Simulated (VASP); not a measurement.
Band structure of CsI (CsCl type). These are optB86b-vdW, VASP's PBE PAW potentials (set 64) (plane waves; VASP 6.6.1) values and carry that method's errors.

Unless said otherwise, spin-orbit coupling is left out, though it shifts the bands of the heavy elements here.

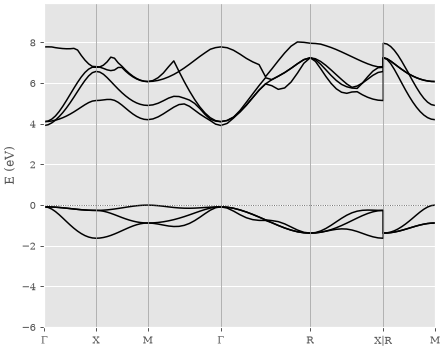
Figure: Bands along high-symmetry lines, zero at the valence-band maximum or, without a gap, the Fermi level

Problem. Read the plot: is there a gap, and where are the band edges?

Solution. The gap is indirect, 3.92 eV, from the valence maximum at M to the conduction minimum at Γ. (Edges off the drawn lines would not show.)

Measured: gap 6.20 eV (computed value off by -2.28 eV), as given by Aguado et al., (1998), arXiv:cond-mat/9809176.

The compound is CsI in the CsCl type structure. It was relaxed first.
